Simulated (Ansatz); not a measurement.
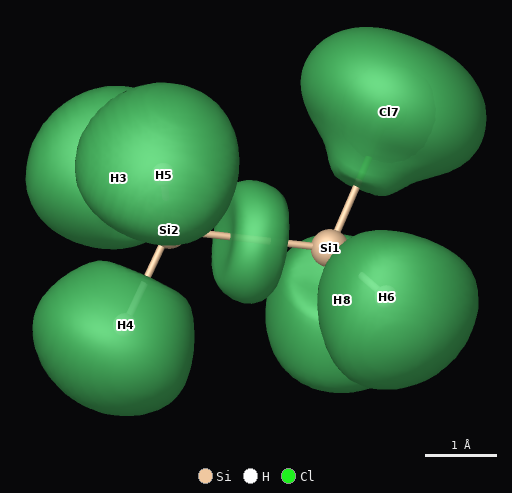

ClH$_{5}$Si$_{2}$. Isosurface of the electron localisation function at 0.75 (green), seen at a tilt. Only the valence region is drawn (cores and ρ < 0.01 e/Å³ removed).

These are results of Ansatz 0.2.0, RKS B3LYP-D4/cc-pVDZ, not measurements.

```yaml
atoms:
  - { symbol: Si, position_ang: [0.0266, -0.0075, -0.0574] }
  - { symbol: Si, position_ang: [0.0005, 0.0059, 2.2973] }
  - { symbol: H, position_ang: [-1.4027, -0.1751, 2.7800] }
  - { symbol: H, position_ang: [0.8518, -1.1113, 2.8173] }
  - { symbol: H, position_ang: [0.5383, 1.3098, 2.7928] }
  - { symbol: H, position_ang: [1.3964, 0.2140, -0.6118] }
  - { symbol: Cl, position_ang: [-1.1905, 1.5815, -0.7326] }
  - { symbol: H, position_ang: [-0.5344, -1.2707, -0.6250] }
```

> What do the ELF domains correspond to?

At this value the surface marks out one region between bonded Si–Si atoms (shared pairs), five regions around hydrogen nuclei and one region on Cl in which the atom's valence shell and bonds are merged. Along the contacts the grid gives the following. Si–Cl (2.11 Å): the ELF peaks at about 0.85 between the atoms, as expected for a polar covalent bond. Si–Si (2.35 Å): the ELF peaks at about 1 between the atoms; a shared electron pair.
